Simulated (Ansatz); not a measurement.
# Fields on a plane of TiSi2 (C54 type, space group Fddd)

```
TiSi2
1.0
    0.00000     4.13243     4.28241
    2.40310     0.00000     4.28241
    2.40310     4.13243     0.00000
Si Ti
4 2
Direct
  0.66301   0.33699   0.66301
  0.33699   0.66301   0.33699
  0.58699   0.91301   0.58699
  0.91301   0.58699   0.91301
  0.00000   0.00000   0.00000
  0.25000   0.25000   0.25000
```

The slice is a (0 1 -1) plane (indices of the conventional cell) through the point (0.663, 0.337, 0.663) (fractional), spanned by u = [1 -1 -1] and v = [100] in vectors of this cell: u (4.81 Å) and v (5.95 Å, at 90° to u). It covers one period; positions are fractions (u, v).

Atoms on it: Si at (0.00, 0.00); Si at (0.75, 0.50). Other atoms lie within 1 Å of the plane.

Computed with PBE (plane waves to 420 eV, PAW, scalar-relativistic; Ansatz, a first-principles code). k mesh 13×13×13. Inside the PAW spheres the values are not all-electron values, and peaks at nuclei hang on which shells count as valence. The PAW data are Ansatz's earlier set. TiSi2 is run without spin polarisation. TiSi2 was relaxed with its symmetry unable to fall.

```
|xxxx686434686xxx|
|xxx27740004773xx|
|xx267630x037873x|
|5567652000479986|
|9875433223689999|
|9863224556655689|
|88632357762xxx26|
|7874357873xxxxx2|
|688666896xxxxxxx|
|688666886xxxxxxx|
|686434686xxxxxxx|
|7740004772xxxxx3|
|8730x036762xxx37|
|9740002567655689|
|9863223345789999|
|5566554223689986|
|xx2677532368862x|
|xxx37875347872xx|
|xxxx698666886xxx|
|xxxx688666886xxx|
```
Scale: ten equal steps from 1.00 (start of '0') to 9.67 (end of '9'), in the order '0123456789'. Values: electrostatic potential energy of an electron, from the cell's mean, in eV. The map has 16 points along u (one character each, u = 0 at the left) and 20 along v (v = 0 in the bottom row). Points within 1 Å of a nucleus are blanked (x), as the pseudised field means little there. Values under 1 eV are set to 1. The zero, the cell's mean, hangs on the PAW cores.

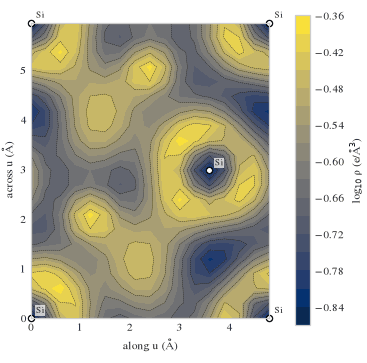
*Log₁₀ of the valence density in e/Å³, one period of the plane, atoms marked. The scale is logarithmic, as a density can span decades between atoms and voids.*
